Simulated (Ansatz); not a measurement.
Starting cell, P (black-P type, space group Cmce):

```
CELL_PARAMETERS angstrom
      1.65108    -5.34538     0.00000
      1.65108     5.34538     0.00000
      0.00000     0.00000     4.46666
ATOMIC_POSITIONS crystal
  P  0.40092 0.59908 0.58510
  P  0.59908 0.40092 0.41490
  P  0.90092 0.09908 0.91490
  P  0.09908 0.90092 0.08510
```

In each cell atom 2 (P, nearest neighbour P at 2.213 Å; its periodic images, 3.3 Å or more away, move with it) moves by s·(0.577, 0.577, 0.577) (along Cartesian [111]), the rest being held.

The numbers are results of r2SCAN+rVV10 (plane waves to 500 eV, PAW, scalar-relativistic; Ansatz, a first-principles code), not measurements. k mesh 8×8×6 (Γ-centred), Fermi-Dirac smearing 0.05 eV. Energies are smeared free energies. With partly filled bands, energies and forces of such displacements shift with the k mesh and the smearing. P was relaxed with its symmetry unable to fall. ΔE is measured from the undisplaced structure.

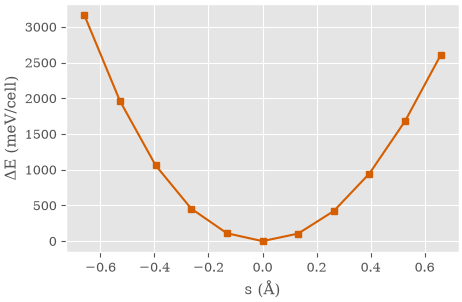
*ΔE (meV/cell) against s (Å); markers are the computed points, lines only join them.*

Problem. Is the energy the same for displacements of ±0.660 Å, and if not, which side lies higher?

Solution. Not even: the negative side lies higher at ±0.660 Å.

Problem. What is the energy change at s = 0.660 Å?

Solution. About 2600 meV/cell.

(For displaced atoms, the force is minus the slope of the energy, and its curvature is a force constant, which sets phonon frequencies.)
